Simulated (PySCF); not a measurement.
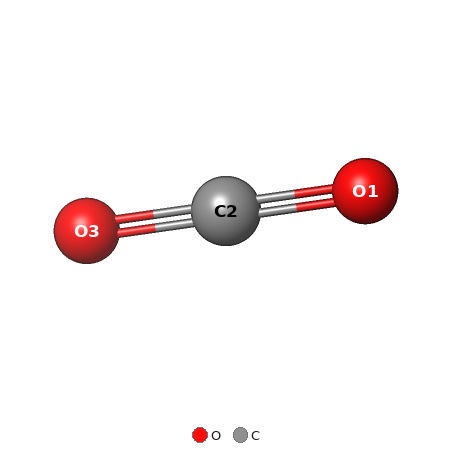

Atoms carry their numbers in the input. The computed structure is the end point of a PBE0-D3(BJ)/def2-SVP optimisation. No frequency run is at hand to confirm it as a minimum.

What are the angles O1–C2–O3?

```
   angle  degrees
O1–C2–O3    180.0
```
